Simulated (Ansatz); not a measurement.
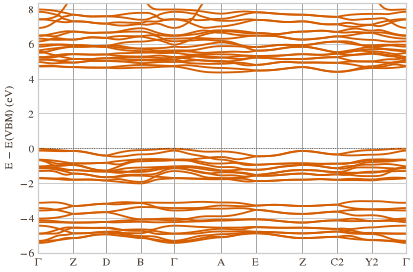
Figure: Band structure from PBE (plane waves, PAW; program Ansatz)

The gap is 4.35 eV; an edge lies off the plotted path or next to a special point (maximum off the standard path, minimum at A).

**Question.** Which of these materials gives this?
(A) HfO2, P2_1/c (Hf on 4e, O on 4e, O on 4e)
(B) ScOF, P2_1 (Pearson symbol mP12)
(C) ZrO2, P2_1/c (Zr on 4e, O on 4e, O on 4e)

**Answer.** B, ScOF, P2_1 (Pearson symbol mP12)

The start of the workflow was typed in or built on a structure type; neither database checked (COD, Materials Project) lists it. Whether it is the stable phase at ambient conditions was not checked. The PBE relaxation kept the symmetry of its start; whether a distortion lowers the energy is not shown. The run is not spin-polarised.

Potentials: the earlier of the program's two PAW sets.
